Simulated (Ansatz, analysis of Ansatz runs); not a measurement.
**Can an added hole hop between Mn atoms in MnMoO4 (P2/c)?**

Question: does an added hole stay on the Mn atom where it is started in MnMoO4 (P2/c), and if so, how high is the barrier for a hop to another Mn site nearby? Model: a cell of 48 host atoms.

Program: Ansatz 0.2.0. Level of theory: plane-wave PAW DFT, PBEsol+U; relaxation of all atoms of a supercell at fixed charge in a uniform background; PAW set soft_1. Results are calculated unless marked as measured.

## 1. The starting structure

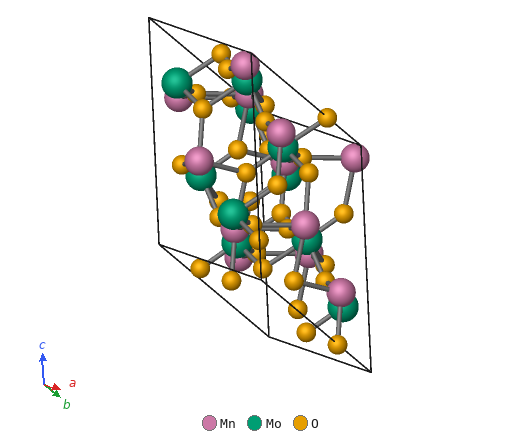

The cell as given, slightly off an axis (manganese pink, molybdenum teal, oxygen orange). Some periodic images of atoms are drawn too.

The cell holds 48 atoms: 8 Mn, 8 Mo and 32 O. Its edges and angles: a = 9.020 Å, b = 8.980 Å, c = 9.020 Å, α = 115.3°, β = 100.4°, γ = 113.4°. It derives from MnMoO4 (space group P2/c). Nearest the centre at fractional (0.532, 0.875, 0.157): O19 at 1.86 Å, O22 at 1.86 Å, O46 at 2.16 Å, O44 at 2.16 Å, O35 at 2.28 Å, O40 at 2.28 Å, Mn3 at 2.41 Å, Mn4 at 2.41 Å.

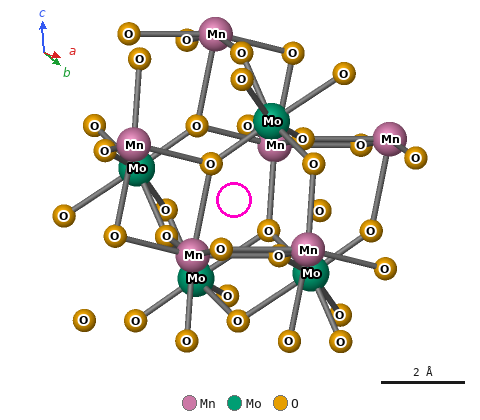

The atoms within 5 Å of the centre. A ring marks the centre wherever it is empty. Bonds to atoms that aren't drawn are left out.

Hubbard terms: Mn d 4.5 eV. They were chosen, not fitted, to curb self-interaction in the shells named, the trial site's among them. The two sites are Mn3 and Mn4. The cell's shortest repeat is 9.0 Å. The host's moments were started antiferromagnetic in the unit cell, high spin; both sites carry the same spin direction.

## 2. The cell without the carrier

The neutral cell is relaxed first, from small random displacements, so that bond lengths and moments with the carrier can be set beside those of a relaxed cell without it.

neutral.relax/input.yaml reads:

```yaml
crystal:
  lattice:
    - [-4.8600301, 5.7764923, 4.93653856]
    - [4.77143516, -5.7764923, 4.95100476]
    - [4.8600301, 5.7764923, -4.93653856]
  atoms:
    - { symbol: Mn, position: [0.032137, 0.125, 0.907137], spin: 5.0 }
    - { symbol: Mn, position: [0.032137, 0.625, 0.407137], spin: 5.0 }
    - { symbol: Mn, position: [0.532137, 0.125, 0.407137], spin: 5.0 }
    - { symbol: Mn, position: [0.532137, 0.625, 0.907137], spin: 5.0 }
    - { symbol: Mn, position: [0.467863, 0.375, 0.092863], spin: -5.0 }
    - { symbol: Mn, position: [0.467863, 0.875, 0.592863], spin: -5.0 }
    - { symbol: Mn, position: [0.967863, 0.375, 0.592863], spin: -5.0 }
    - { symbol: Mn, position: [0.967863, 0.875, 0.092863], spin: -5.0 }
    - { symbol: Mo, position: [0.217141, 0.125, 0.592141] }
    - { symbol: Mo, position: [0.217141, 0.625, 0.092141] }
    - { symbol: Mo, position: [0.717141, 0.125, 0.092141] }
    - { symbol: Mo, position: [0.717141, 0.625, 0.592141] }
    - { symbol: Mo, position: [0.282859, 0.375, 0.407859] }
    - { symbol: Mo, position: [0.282859, 0.875, 0.907859] }
    - { symbol: Mo, position: [0.782859, 0.375, 0.907859] }
    - { symbol: Mo, position: [0.782859, 0.875, 0.407859] }
    - { symbol: O, position: [0.022906, 0.077561, 0.656539] }
    - { symbol: O, position: [0.022906, 0.577561, 0.156539] }
    - { symbol: O, position: [0.522906, 0.077561, 0.156539] }
    - { symbol: O, position: [0.522906, 0.577561, 0.656539] }
    - { symbol: O, position: [0.328977, 0.172439, 0.445345] }
    - { symbol: O, position: [0.328977, 0.672439, 0.945345] }
    - { symbol: O, position: [0.828977, 0.172439, 0.945345] }
    - { symbol: O, position: [0.828977, 0.672439, 0.445345] }
    - { symbol: O, position: [0.477094, 0.422439, 0.343461] }
    - { symbol: O, position: [0.477094, 0.922439, 0.843461] }
    - { symbol: O, position: [0.977094, 0.422439, 0.843461] }
    - { symbol: O, position: [0.977094, 0.922439, 0.343461] }
    - { symbol: O, position: [0.171023, 0.327561, 0.554655] }
    - { symbol: O, position: [0.171023, 0.827561, 0.054655] }
    - { symbol: O, position: [0.671023, 0.327561, 0.054655] }
    - { symbol: O, position: [0.671023, 0.827561, 0.554655] }
    - { symbol: O, position: [0.260741, 0.073546, 0.938391] }
    - { symbol: O, position: [0.260741, 0.573546, 0.438391] }
    - { symbol: O, position: [0.760741, 0.073546, 0.438391] }
    - { symbol: O, position: [0.760741, 0.573546, 0.938391] }
    - { symbol: O, position: [0.114845, 0.176454, 0.187195] }
    - { symbol: O, position: [0.114845, 0.676454, 0.687195] }
    - { symbol: O, position: [0.614845, 0.176454, 0.687195] }
    - { symbol: O, position: [0.614845, 0.676454, 0.187195] }
    - { symbol: O, position: [0.239259, 0.426453, 0.061609] }
    - { symbol: O, position: [0.239259, 0.926453, 0.561609] }
    - { symbol: O, position: [0.739259, 0.426453, 0.561609] }
    - { symbol: O, position: [0.739259, 0.926453, 0.061609] }
    - { symbol: O, position: [0.385155, 0.323547, 0.812805] }
    - { symbol: O, position: [0.385155, 0.823547, 0.312805] }
    - { symbol: O, position: [0.885155, 0.323547, 0.312805] }
    - { symbol: O, position: [0.885155, 0.823547, 0.812805] }
basis:
  ecutwfc: 420
  xc_grid: 2
hamiltonian:
  xc: pbesol
  hubbard:
    sites: [{ species: Mn, l: d, u_eff: 4.5 }]
    projectors: ortho-atomic
  pseudopotentials: { kind: paw, azcp: { folder: soft_1 }, xc_functional: pbe }
kpoints:
  mp_grid: { grid: [1, 1, 1] }
magnetization:
  spin_polarized: true
  initial_magnetization: 0
  spin_locking: { lock_magnetization: hard }
scf:
  occupations: { method: fermi_dirac, width: 0.01 }
  max_iter: 120
  lower_state_search: "off"
output:
  forces: true
relax:
  f_tol: 0.02
  max_steps: 70
  random_displacement: { amplitude: 0.04, seed: 9904 }
checkpoint:
  write: "../neutral.relax.run"
  compress: false
  write_wavefunctions: true
  write_every: 100000
```

The run is started by

```console
ansatz run input.yaml --threads 32 --pin off --max-ram 84787MiB --backend cuda --events-out ev --progress --plain --runs-dir out --max-vram 78GiB
```

Numbers of over 12 decimals in the logs are rounded to 6 here.

The log of the run:

```text
[... repeated set-up lines and file paths are left out, and long positions are rounded to six places ...]
Engine: ansatz 0.2.0, aarch64-unknown-linux-gnu
Pseudopotentials: kind: paw
Pseudopotential: Mn, paw, valence charge 15, recommended cutoff 420 eV (normal), soft_1/Mn.paw.azcp
Pseudopotential: Mo, paw, valence charge 14, recommended cutoff 420 eV (normal), soft_1/Mo.paw.azcp
Pseudopotential: O, paw, valence charge 6, recommended cutoff 420 eV (normal), soft_1/O.paw.azcp
Functional definition: PBEsol
  exchange = pbesol_x
  correlation = pbesol_c
[...]
Crystal: 48 atoms, lattice volume = 550.112 Å³
Basis set: ecut = 420 eV, 10693 PW (Γ), exchange–correlation on 128×128×128 points (8 copies of the dense FFT grid, shifted against one another)
Bands: 260, of which v1, the nominal top of the filled ones, is band 212 counted from 1 (211 counted from 0)
Symmetry: 1 space group operations
k-points: 1
Non-local potential: Mn, projectors of the file, l = 0: 3, l = 1: 2, l = 2: 3, l = 3: 1
Non-local potential: Mo, projectors of the file, l = 0: 3, l = 1: 2, l = 2: 2, l = 3: 1
Non-local potential: O, projectors of the file, l = 0: 2, l = 1: 2, l = 2: 1
PAW form: soft (Blöchl's): semilocal exchange-correlation on the pseudo side does not see the compensation charge
PAW frozen core: Mn, regenerated for the run's functional, and the local potential with it (the file was generated under x = pbe(κ = 0.804, μ = 0.219515), c = pbe(β = 0.066725))
[...]
E_local      = -39570.987819  (includes V_loc(G=0)·N_el)
  E_nonlocal   = 6608.018083
  E_hartree    = 14431.899698
  E_xc         = -4487.718572
  E_vxc        = -5711.522485  (∫ρ·V_xc dr)
  E_hubbard    = 5.472410  (on-site DFT+U / exact-exchange correction)
  E_vhub       = -82.286291  (the Hubbard potential's part of the band-sum identity)
  E_paw        = -40658.869775  (= ΣΔE_a)
  E_vpaw       = -5491.502402  (= ΣTr[D̂ρ^β])
  E_aug_tail   = 0.025626  (compensation charges beyond the density's cutoff)
  E_ewald      = -35624.754155
  E_core_change = 4.160817  (= ΣΔE_core)
  E_smearing   = -0.000000  (= −TS)
  E_closure    = 0.000000  (closes the sum)
  Σ components = -88077.271447   (vs F -88077.271447, Δ=0.00e0)
--- Forces (eV/Å), atoms counted from 1 ---
  atom   1  Mn    -0.00024859     0.00129788     0.00082462
  atom   2  Mn     0.00018888     0.00028699     0.00060884
  atom   3  Mn     0.00100824     0.00212169     0.00057827
  atom   4  Mn     0.00139337    -0.00118574    -0.00014871
  [... 2 atoms left out ...]
  [... 42 more lines of this table ...]
  max |Σ_I F_I| component: 1.48e-5 eV/Å
--- Band table (eV) ---
  k-point 0 ↑: bands = ["-70.6798", "-70.6798", "-70.6798", "-70.6794", "-65.7147", "-65.7145", "-65.7144", "-65.7142", "-52.6711", [... rest cut ...]
  k-point 0 ↓: bands = ["-70.6800", "-70.6798", "-70.6798", "-70.6795", "-65.7145", "-65.7145", "-65.7145", "-65.7142", "-52.6712", [... rest cut ...]
Occupation matrices written to <dir>
--- Relaxed structure (4 steps of the walk, 4 accepted, 0 SCFs on fresh bases) ---
  F+E_penalty+E_count = -88077.27144722 eV   max|allowed force component| = 8.496e-3 eV/Å
  atoms:
    - { symbol: Mn, position: [0.030387, 0.125320, 0.905622] }
    - { symbol: Mn, position: [0.030403, 0.625331, 0.405606] }
    - { symbol: Mn, position: [0.530309, 0.125279, 0.405512] }
    - { symbol: Mn, position: [0.530448, 0.625338, 0.905591] }
    [... 2 atoms left out ...]
  [... 42 more lines of this table ...]
[key lines of the parts left out:]
SCF converged after 9 iterations
Magnetization: 0.0000 μB (212.0000 up, 212.0000 down)
Free energy (F): -88077.271447 eV
Fermi energy:    10.227670 (↑ 10.227678, ↓ 10.227663) eV
```

Elapsed: 3.2 s, on 1 × NVIDIA GB200 with 32 threads of Arm Neoverse V2, shared host; peak memory 1.1 GiB.

The largest displacement from an ideal site is 0.027 Å.

## 3. The hole on the first site

The nearest neighbour or neighbours of the site start displaced and the site's starting moment is changed by the carrier's spin, since a carrier doesn't trap itself in the undistorted lattice.

A.relax/input.yaml reads:

```yaml
crystal:
  lattice:
    - [-4.8600301, 5.7764923, 4.93653856]
    - [4.77143516, -5.7764923, 4.95100476]
    - [4.8600301, 5.7764923, -4.93653856]
  atoms:
    - { symbol: Mn, position: [0.030387, 0.12532, 0.905622], spin: 5.0 }
    - { symbol: Mn, position: [0.030403, 0.625331, 0.405606], spin: 5.0 }
    - { symbol: Mn, position: [0.530309, 0.125279, 0.405512], spin: 4.0 }
    - { symbol: Mn, position: [0.530448, 0.625338, 0.905591], spin: 5.0 }
    - { symbol: Mn, position: [0.468829, 0.375444, 0.094029], spin: -5.0 }
    - { symbol: Mn, position: [0.46881, 0.875374, 0.593982], spin: -5.0 }
    - { symbol: Mn, position: [0.968748, 0.375374, 0.593998], spin: -5.0 }
    - { symbol: Mn, position: [0.968839, 0.875369, 0.094034], spin: -5.0 }
    - { symbol: Mo, position: [0.217963, 0.125372, 0.593215] }
    - { symbol: Mo, position: [0.217989, 0.625312, 0.093155] }
    - { symbol: Mo, position: [0.717998, 0.125337, 0.093162] }
    - { symbol: Mo, position: [0.718003, 0.625313, 0.593137] }
    - { symbol: Mo, position: [0.281252, 0.375415, 0.406492] }
    - { symbol: Mo, position: [0.281232, 0.875405, 0.906439] }
    - { symbol: Mo, position: [0.781249, 0.375415, 0.906481] }
    - { symbol: Mo, position: [0.781215, 0.875467, 0.406476] }
    - { symbol: O, position: [0.023363, 0.080116, 0.655838] }
    - { symbol: O, position: [0.023419, 0.580094, 0.155829] }
    - { symbol: O, position: [0.523862, 0.082231, 0.167693] }
    - { symbol: O, position: [0.523433, 0.580119, 0.655811] }
    - { symbol: O, position: [0.335663, 0.168499, 0.442247] }
    - { symbol: O, position: [0.325912, 0.670632, 0.943914] }
    - { symbol: O, position: [0.82587, 0.170601, 0.943865] }
    - { symbol: O, position: [0.825842, 0.670581, 0.443827] }
    - { symbol: O, position: [0.475802, 0.420612, 0.343791] }
    - { symbol: O, position: [0.475782, 0.920643, 0.843776] }
    - { symbol: O, position: [0.975838, 0.420704, 0.843836] }
    - { symbol: O, position: [0.975819, 0.920766, 0.343873] }
    - { symbol: O, position: [0.17335, 0.330173, 0.555801] }
    - { symbol: O, position: [0.173404, 0.830176, 0.055788] }
    - { symbol: O, position: [0.673367, 0.330157, 0.055778] }
    - { symbol: O, position: [0.673354, 0.830136, 0.555752] }
    - { symbol: O, position: [0.261639, 0.074968, 0.936164] }
    - { symbol: O, position: [0.261627, 0.574956, 0.436182] }
    - { symbol: O, position: [0.751434, 0.077096, 0.43485] }
    - { symbol: O, position: [0.761629, 0.574965, 0.936187] }
    - { symbol: O, position: [0.111432, 0.175813, 0.187322] }
    - { symbol: O, position: [0.111377, 0.675812, 0.687277] }
    - { symbol: O, position: [0.608038, 0.173699, 0.675096] }
    - { symbol: O, position: [0.611427, 0.675893, 0.187299] }
    - { symbol: O, position: [0.237583, 0.425761, 0.063481] }
    - { symbol: O, position: [0.237542, 0.925804, 0.56348] }
    - { symbol: O, position: [0.727883, 0.411755, 0.556362] }
    - { symbol: O, position: [0.737592, 0.92577, 0.063415] }
    - { symbol: O, position: [0.387789, 0.32496, 0.812395] }
    - { symbol: O, position: [0.394688, 0.838848, 0.316647] }
    - { symbol: O, position: [0.887833, 0.324893, 0.312337] }
    - { symbol: O, position: [0.887828, 0.824888, 0.812318] }
total_charge: 1
basis:
  ecutwfc: 420
  xc_grid: 2
hamiltonian:
  xc: pbesol
  hubbard:
    sites: [{ species: Mn, l: d, u_eff: 4.5 }]
    projectors: ortho-atomic
  pseudopotentials: { kind: paw, azcp: { folder: soft_1 }, xc_functional: pbe }
kpoints:
  mp_grid: { grid: [1, 1, 1] }
magnetization:
  spin_polarized: true
  initial_magnetization: -1
  spin_locking: { lock_magnetization: hard }
scf:
  occupations: { method: fermi_dirac, width: 0.01 }
  max_iter: 120
  lower_state_search: "off"
output:
  forces: true
relax:
  f_tol: 0.015
  max_steps: 70
  escape_saddle: false
checkpoint:
  write: "../A.relax.run"
  compress: false
  write_wavefunctions: true
  write_every: 100000
```

The log of the run:

```text
[...]
Crystal: 48 atoms, lattice volume = 550.112 Å³
Basis set: ecut = 420 eV, 10693 PW (Γ), exchange–correlation on 128×128×128 points (8 copies of the dense FFT grid, shifted against one another)
Bands: 260, of which v1, the nominal top of the filled ones, is band 212 counted from 1 (211 counted from 0)
Symmetry: 1 space group operations
[...]
k-points: 1
[...]
Starting moments: Σ|m| = 39 μB on 8 of 48 sites
[...]
SCF iter   1: F=—  HF=-88148.340190 eV  |Δ(HF+E_count)|=         —  Δρ=1.17e-1 (↑1.16e-1 ↓1.17e-1)  dr2=4.17e2  dr2_m=5.32e0  M=-1.000 μB ∫|m|=35.020 μB  Hψ=1628
[...]
SCF iter   2: F=—  HF=-88094.155605 eV  |Δ(HF+E_count)|=    5.42e1  Δρ=4.22e-2 (↑4.12e-2 ↓4.22e-2)  dr2=5.48e1  dr2_m=6.85e-1  M=-1.000 μB ∫|m|=38.084 μB  Hψ=1080
[...]
SCF iter  13: F=-88086.208676 eV  HF=-88086.208675 eV  |Δ(HF+E_count)|=   2.12e-6  Δρ=1.01e-5 (↑8.74e-6 ↓1.01e-5)  dr2=1.56e-6  dr2_m=1.07e-7  M=-1.000 μB ∫|m|=38.926 μB  Hψ=1373
SCF 1 converged in 13 iterations: F = -88086.208676 eV  dr2 = 1.56e-6
[...]
relax step   1: F+E_penalty+E_count = -88086.20867605 eV  Δ(F+E_penalty+E_count) = +0.000e0 eV  max|allowed force component| = 1.227e0 eV/Å  Δτ_max = 0.0000 Å  (13 SCF iters, dr2 threshold 5.63e-6 eV, accepted)
[...]
relax step   2: F+E_penalty+E_count = -88086.46314029 eV  Δ(F+E_penalty+E_count) = -2.545e-1 eV  max|allowed force component| = 4.650e-1 eV/Å  Δτ_max = 0.0587 Å  (6 SCF iters, dr2 threshold 9.41e-5 eV, accepted)
relax step   3: F+E_penalty+E_count = -88086.51632799 eV  Δ(F+E_penalty+E_count) = -5.319e-2 eV  max|allowed force component| = 1.642e-1 eV/Å  Δτ_max = 0.0360 Å  (6 SCF iters, dr2 threshold 1.35e-5 eV, accepted)
relax step   4: F+E_penalty+E_count = -88086.52569342 eV  Δ(F+E_penalty+E_count) = -9.365e-3 eV  max|allowed force component| = 9.441e-2 eV/Å  Δτ_max = 0.0183 Å  (7 SCF iters, dr2 threshold 3.36e-6 eV, accepted)
relax step   5: F+E_penalty+E_count = -88086.52848046 eV  Δ(F+E_penalty+E_count) = -2.787e-3 eV  max|allowed force component| = 4.598e-2 eV/Å  Δτ_max = 0.0098 Å  (7 SCF iters, dr2 threshold 1.11e-6 eV, accepted)
relax step   6: F+E_penalty+E_count = -88086.52953990 eV  Δ(F+E_penalty+E_count) = -1.059e-3 eV  max|allowed force component| = 2.344e-2 eV/Å  Δτ_max = 0.0046 Å  (7 SCF iters, dr2 threshold 5.01e-7 eV, accepted)
relax step   7: F+E_penalty+E_count = -88086.52995537 eV  Δ(F+E_penalty+E_count) = -4.155e-4 eV  max|allowed force component| = 1.584e-2 eV/Å  Δτ_max = 0.0053 Å  (8 SCF iters, accepted)
[...]
SCF iter   1: F=—  HF=-88086.527149 eV  |Δ(HF+E_count)|=         —  Δρ=1.23e-4 (↑1.23e-4 ↓1.01e-4)  dr2=1.58e-4  dr2_m=2.02e-5  M=-1.000 μB ∫|m|=38.927 μB  Hψ=1117
[...]
SCF iter   2: F=—  HF=-88086.527092 eV  |Δ(HF+E_count)|=   5.71e-5  Δρ=7.30e-5 (↑7.30e-5 ↓6.71e-5)  dr2=5.44e-5  dr2_m=7.69e-6  M=-1.000 μB ∫|m|=38.926 μB  Hψ=598
[...]
SCF iter   6: F=-88086.530024 eV  HF=-88086.530024 eV  |Δ(HF+E_count)|=   4.89e-8  Δρ=1.93e-6 (↑1.93e-6 ↓1.77e-6)  dr2=4.47e-8  dr2_m=6.74e-9  M=-1.000 μB ∫|m|=38.925 μB  Hψ=1806
SCF 8 converged in 6 iterations: F = -88086.530024 eV  dr2 = 4.47e-8
relax step   8: F+E_penalty+E_count = -88086.53002381 eV  Δ(F+E_penalty+E_count) = -6.844e-5 eV  max|allowed force component| = 7.388e-3 eV/Å  Δτ_max = 0.0015 Å  (6 SCF iters, accepted)
[...]
NSCF: frozen V_eff on 1 k-points
[...]
SCF converged after 6 iterations
[...]
Magnetization: -1.0000 μB (211.0000 up, 212.0000 down)
Absolute magnetization: 38.9654 μB (∫|ρ↑−ρ↓|, with the PAW one-centre terms)
[...]
Per-site moments (μB) at R_I (Å): [(4.132420, 0.865200), (4.088136, 0.868059), (3.598230, 0.811109), [... 7 left out ...]
Free energy (F): -88086.530024 eV
[...]
Internal energy: -88086.530024 eV  (E = F + TS)
E sigma→0 (E₀):  -88086.530024 eV
Fermi energy:    9.344825 (↑ 9.248319, ↓ 10.163183) eV
[...]
--- Forces (eV/Å), atoms counted from 1 ---
  atom   1  Mn     0.00002812    -0.00079260     0.00004211
  atom   2  Mn    -0.00000654    -0.00463976     0.00001482
  atom   3  Mn     0.00000197    -0.00317312     0.00007664
  atom   4  Mn     0.00001758    -0.00039549    -0.00000216
  [... 2 atoms left out ...]
  [... 42 more lines of this table ...]
  max |Σ_I F_I| component: 1.03e-4 eV/Å
--- Band table (eV) ---
[...]
Occupation matrices written to <dir>
--- Relaxed structure (8 steps of the walk, 8 accepted, 0 SCFs on fresh bases) ---
  F+E_penalty+E_count = -88086.53002381 eV   max|allowed force component| = 7.388e-3 eV/Å
  atoms:
    - { symbol: Mn, position: [0.031036, 0.125367, 0.906246] }
    - { symbol: Mn, position: [0.033692, 0.625371, 0.408900] }
    - { symbol: Mn, position: [0.534315, 0.125368, 0.409527] }
    - { symbol: Mn, position: [0.528970, 0.625371, 0.904175] }
    [... 2 atoms left out ...]
  [... 42 more lines of this table ...]
```

Elapsed: 5.6 s, on 1 × NVIDIA GB200 with 32 threads; peak memory 1.1 GiB; 25 s of CPU time.

Step by step:

```csv
step,energy less that of the first step (eV),largest force component (eV/Å)
1,0.0000,1.2272
2,-0.2545,0.4650
3,-0.3077,0.1642
4,-0.3170,0.0944
5,-0.3198,0.0460
6,-0.3209,0.0234
7,-0.3213,0.0158
8,-0.3213,0.0074
```

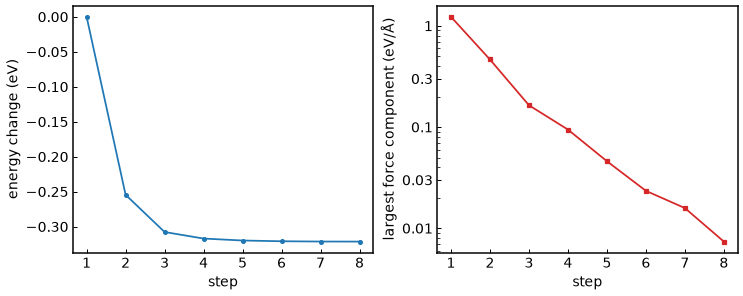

Energy and largest force along the relaxation.

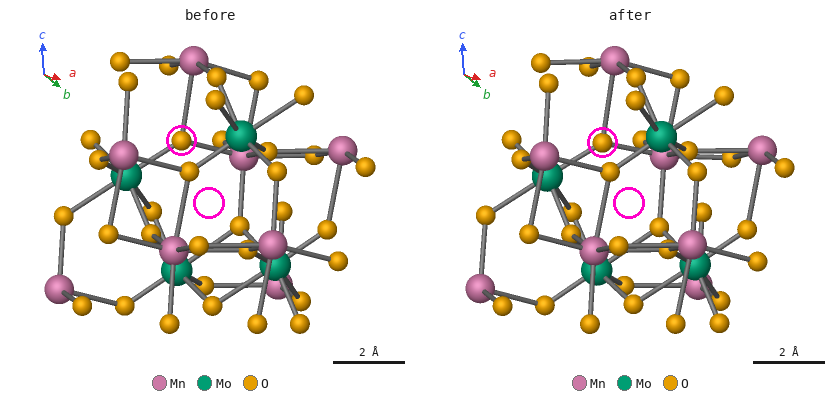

Before and after: the atoms that start within 5 Å of the centre. O46, which moves most, is ringed if it is among them. A ring with no atom in it marks the empty centre.

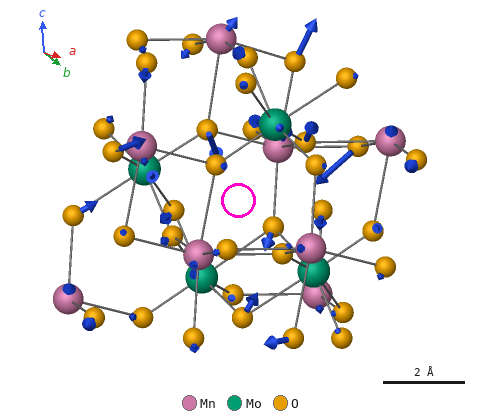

Displacements in the relaxation near the centre, exaggerated; the longest in the cell stands for 0.10 Å. A ring marks the centre wherever it is empty.

The atoms that moved most (Å):

```csv
atom,dx,dy,dz,length
O46,0.044,-0.086,0.033,0.102
O43,-0.043,-0.085,-0.032,0.101
O35,-0.033,0.077,0.003,0.084
O39,0.033,0.076,-0.003,0.083
O41,0.054,0.007,0.031,0.063
O48,-0.053,0.007,-0.030,0.062
O29,-0.045,0.017,0.002,0.048
O26,0.044,0.017,-0.002,0.047
```

The moves above count from the input, in which the site's nearest neighbours were already displaced; the distances below compare with the cell without the carrier.

Distances from Mn3 without and with the hole:

```csv
atom,without (Å),with (Å)
O46,2.14,1.97
O43,2.14,1.97
O21,2.10,2.06
O19,2.10,2.06
O35,2.30,2.24
O39,2.30,2.24
```

The largest changes of the moments are -0.53 μB on Mn3, -0.06 μB on O46 and -0.06 μB on O43. The largest part sits on the chosen site.

(Continued in part 2 of 2.)

[Logs are printed without paths, hosts, clocks, repeated set-up lines and the standing remarks that a program may print on its own settings, such as how far it seeks lower states.]

[Hosts, paths, dates, database ids (printed as entryN), source tags and the programs' standing remarks are cut or masked in the printed files.]
